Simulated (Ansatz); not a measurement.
Density of states of Te2Pd (Fm-3m, 3 atoms in the cell).

```
Te2Pd
1.0
    0.00000     3.26392     3.26392
    3.26392     0.00000     3.26392
    3.26392     3.26392     0.00000
Pd Te
1 2
Direct
  0.00000   0.00000   0.00000
  0.25000   0.25000   0.25000
  0.75000   0.75000   0.75000
```

Level of theory: PBE (plane waves, PAW; Ansatz, an electronic-structure program).

SCF settings: kpoints.mp_grid.grid = 5 5 5; hamiltonian.xc = pbe; hamiltonian.pseudopotentials = {kind: paw} (the program's default PAW files); scf.occupations.method = cold; scf.occupations.width = 0.0073 Ry. Keys of the DOS step: output.dos.nscf_kmesh.grid = 8 8 8; output.dos.method = {smearing: {sigma: 0.1}} eV.

The starting cell was generated: these elements placed on a structure prototype, without a prior relaxation; it need not be a known phase or ordering of this composition. Spin-orbit coupling is off. Spin polarisation is off.

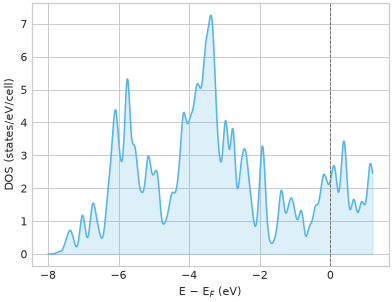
Figure: Total density of states, both spins summed.

Total DOS (both spins), as means of the tabulated values in each energy bin; the zero is the program's Fermi level or highest filled level, and the curve is cut to this window:

(E (eV), states/eV/cell): (-7.75, 0.07); (-7.25, 0.60); (-6.75, 0.97); (-6.25, 2.47); (-5.75, 3.77); (-5.25, 2.40); (-4.75, 1.61); (-4.25, 3.08); (-3.75, 5.08); (-3.25, 5.05); (-2.75, 3.11); (-2.25, 2.01); (-1.75, 1.38); (-1.25, 1.53); (-0.75, 0.96); (-0.25, 1.90); (0.25, 2.56); (0.75, 1.49)

Around zero the curve holds about 2.4 states/eV/cell.

Keys are those of Ansatz 0.2.
